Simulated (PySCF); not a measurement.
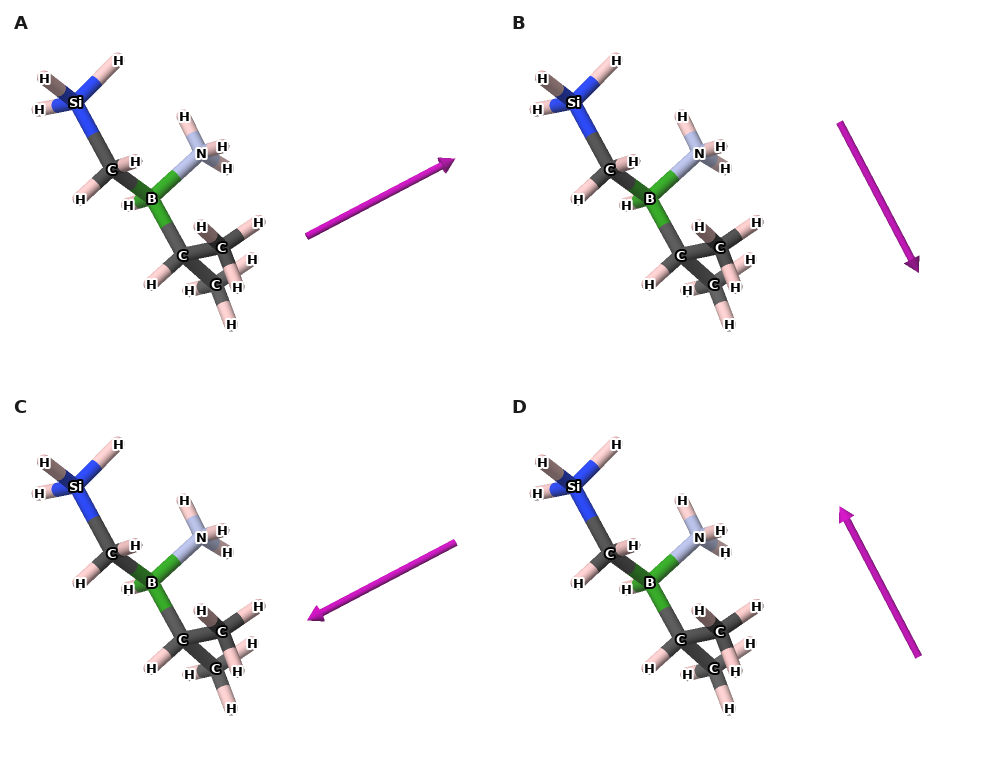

The same molecule four times, each with an arrow. The geometry was computed by an optimisation with GFN2-xTB. No frequency run is at hand to confirm it as a minimum. Method: PBE0/pcSseg-1, gas phase (PySCF 2.14.0).

### Which arrow points along the dipole moment, from the negative to the positive end?

A. The dipole moment is 3.81 D.

The geometry is semi-empirical. Around B, Si such bond lengths and angles can be off by a tenth of an ångström or more and by several degrees, and values that hang on the shape move with them.
